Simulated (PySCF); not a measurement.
# BClF$_{2}$, SMILES `FB(F)Cl`: electronic structure

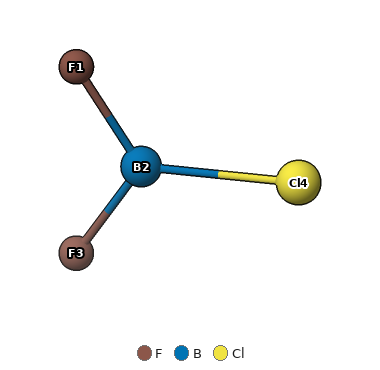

The molecule, with its atoms numbered as below. No frequency check shows the geometry to be a minimum.

Cartesian coordinates (Å):

```
F1       1.1038   -1.1125    0.0000
B2       0.4059   -0.0000    0.0000
F3       1.1044    1.1122    0.0000
Cl4     -1.2884    0.0002    0.0000
```

## 1. Bonding charge

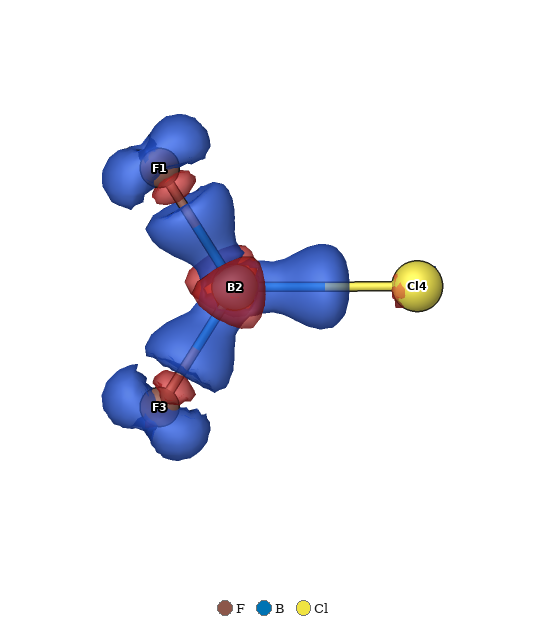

Deformation density (molecule less spherical, spin-averaged free atoms at the same positions), surfaces at ±0.15 e/Å³; blue: gain, red: loss.

PySCF calculation, PBE/def2-TZVP, gas phase; geometry: GFN2-xTB.

**Describe the bonding that the map shows.**

F1–B2 and B2–F3: +0.32 e/Å³ at the bond critical point (bond length 1.31 Å, Mayer order 1.3). B2–Cl4: +0.29 e/Å³ at the bond critical point (bond length 1.69 Å, Mayer order 1.3). In all, 0.8 electrons gather in the regions of gain relative to the promolecule.

**Where do the Hirshfeld charges lie?**

The highest Hirshfeld charge is on B2 (+0.28 e), the lowest on F1 and F3 (−0.12 e).

## 2. Bond critical points

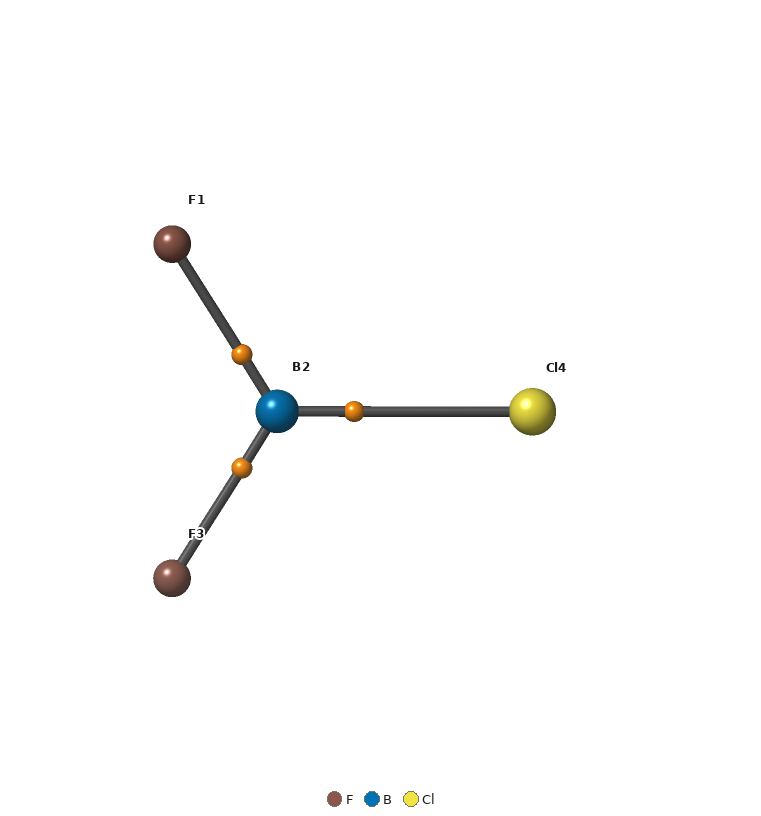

Molecular graph of the electron density (QTAIM): bond paths, bond critical points (orange), ring points (yellow, if any); weak paths are dashed.

**How many critical points of each kind are there, and does the count close?**

4 nuclei, 3 bond, 0 ring and 0 cage critical points: 4 − 3 + 0 − 0 = 1, as the Poincaré–Hopf relation requires.

**Tabulate density, Laplacian, ellipticity and energy density at the bond critical points (atomic units).**

```csv
bond,length (Å),ρ (a.u.),∇²ρ (a.u.),ε,H (a.u.)
F1–B2 (2 alike),1.313,0.214,+1.24,0.03,−0.160
B2–Cl4,1.694,0.172,−0.03,0.01,−0.179
```

**What kind of interaction is B2–Cl4?**

Shared-shell (covalent): ρ = 0.172, ∇²ρ = −0.03, H = −0.179 a.u.

## 3. Electrostatic potential

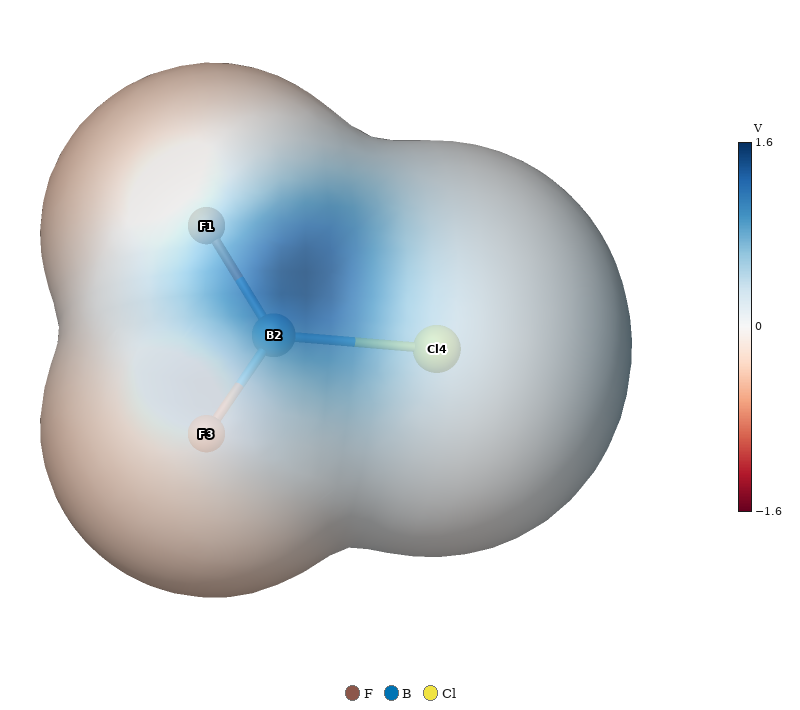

Electrostatic potential on the surface of electron density 0.001 a.u.

**Where are the extremes of the potential on the surface?**

Highest: 1.51 V, off the molecular plane, over B2 (1.8 Å), and at like points elsewhere. Further maxima include 0.55 V, 2.0 Å from Cl4. Lowest: −0.37 V, 1.7 Å from F3, and at like points elsewhere. Further minima include −0.06 V, 2.1 Å from Cl4. The surface is sampled at points, so like sites can differ by a few per cent and only the strongest of them is named.

**Does Cl4 carry a σ-hole?**

Yes: a local maximum of +0.55 V lies on the extension of the B2–Cl4 bond.

**What volume does the surface enclose, and what is the dipole moment?**

About 71 Å³; the dipole moment is 0.6 D.

## 4. In an electric field

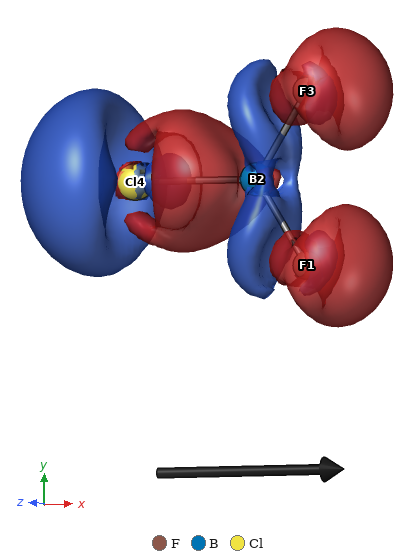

Change of the electron density in a uniform field of 0.21 V/Å along +x (arrow), surfaces at ±0.0015 e/Å³ (blue: gain, red: loss).

Method: PBE/def2-TZVP; geometry: GFN2-xTB; program: PySCF. A basis without diffuse functions makes polarisabilities too small.

**What dipole is induced, and what polarisability does it imply?**

The induced dipole is 0.33 D (along the field); α along this axis, from the fields in both directions, is 33 bohr³ (4.9 Å³).

**Which atoms gain and lose the most charge?**

Electrons gather most on Cl4 (Hirshfeld charge changes by −0.017 e) and leave F1 and F3 alike most (+0.006 e); 0.030 electrons are displaced in all.

## 5. Removing or adding an electron

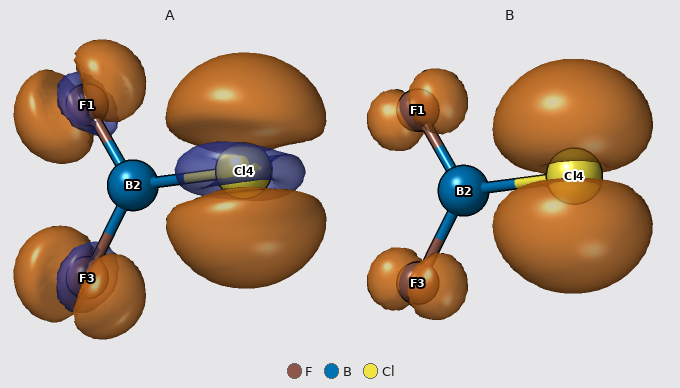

The Fukui function f⁻ from two separate SCF calculations and the density of the HOMO, at ±0.03 e/Å³ (orange positive, blue negative).

Method: PBE/def2-TZVP; geometry: GFN2-xTB; program: PySCF.

**Which panel is which, and how good is the frozen-orbital picture?**

A is f⁻ (it has negative regions), B the HOMO density. The HOMO lies on Cl4 (83 %), F1 and F3 (6 % each) and B2 (5 %); f⁻ (Hirshfeld-condensed) is largest on Cl4 (0.57); the vertical ionisation energy is 12.53 eV (the stability of the cation's solution wasn't checked). Relaxation shifts 25 % of the electron between atoms. The orbital energy is −8.50 eV.
